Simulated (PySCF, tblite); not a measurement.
**CH₇OSi₂ radical, a small gas-phase stand-in for a defect centre (Si site with back bonds [SiH3], C, O): EPR parameters**

Wanted: the EPR parameters for `C[Si](O)[SiH3]`. It is drawn as: dangling bond.

Programs: tblite 0.8.0 and PySCF 2.14.0. All values are calculated, for the isolated system unless a continuum is named. Atoms count from 0, parts from 1.

### 1 The system as given

11 atoms, charge 0, multiplicity 2; geometry: distance geometry start.

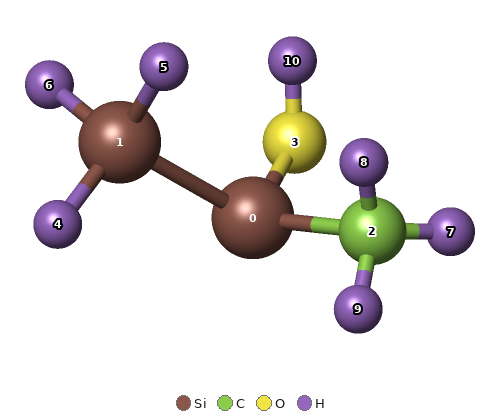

The starting geometry (silicon brown, carbon green, oxygen yellow, hydrogen purple), atoms numbered.

### 2 Relaxing the cluster with GFN2-xTB

What the job is given:

```
{"job": {"kind": "relax", "xc": "GFN2-xTB", "basis": "xTB"}, "charge": 0, "multiplicity": 2}
Si    -0.184203    -0.775179     0.591548
Si     1.692446     0.082063    -0.335594
C     -1.576560    -0.257224    -0.567403
O     -0.562867    -0.163714     2.105393
H      2.263817    -0.816419    -1.345014
H      1.427991     1.357846    -1.018915
H      2.624936     0.260721     0.811824
H     -2.546766    -0.197239    -0.075660
H     -1.247356     0.703614    -0.983621
H     -1.577095    -1.024574    -1.406660
H     -0.310055     0.811384     2.224980
```

Level: GFN2-xTB geometry optimisation, gas phase.

Started as:

```console
$ OMP_NUM_THREADS=1 python cluster_run.py task.json out
```

The driver reads the jobs from task.json and runs them one after another.

**Question.** The jobs that follow are: PBE0-D3(BJ)/def2-SVP geometry optimisation, gas phase; UKS B3LYP, IGLO-III on C O Si, pcH-1 on H, non-relativistic, mean-field spin-orbit, GIAO; UKS BHandHLYP, IGLO-III on C O Si, pcH-1 on H, non-relativistic, mean-field spin-orbit, GIAO. Predict: point group; rotational constants (main isotopes); g(iso) (B3LYP); ⟨S²⟩; largest a(iso); potential on the surface of density 0.002 e/bohr³, 1st and 99th percentile.

As calculated:

| quantity | value |
| --- | --- |
| point group | C1 |
| rotational constants (main isotopes) | 5.75, 2.80, 2.06 GHz |
| g(iso) (B3LYP) | 2.00270 |
| ⟨S²⟩ | 0.752 (exact 0.75) |
| largest a(iso) | 29Si on Si0, -492.9 MHz |
| potential on the surface of density 0.002 e/bohr³, 1st and 99th percentile | -1.22 V and 2.24 V |

In words: The start of the PBE0/def2-SVP relaxation was shaken at random by about 0.01 Å, so part of the energy gained, and of the first lengths quoted, undoes that. Relaxing lowered the energy by 0.263 eV in 8 steps; the close pair that moved most is Si0–C2, from 1.961 to 1.889 Å (PBE0/def2-SVP). Si0 carries the largest spin population, 0.84 e. The isotropic g lies 0.4 ppt above the free-electron value. The coupling of 29Si on Si0 runs from -528.7 (BHandHLYP/IGLO-III+pcH-1) to -492.9 MHz (B3LYP/IGLO-III+pcH-1). A capped cluster stands for the solid here, so long-range fields and strain are missing, and bands or shifts of the capping hydrogens have no counterpart in it.
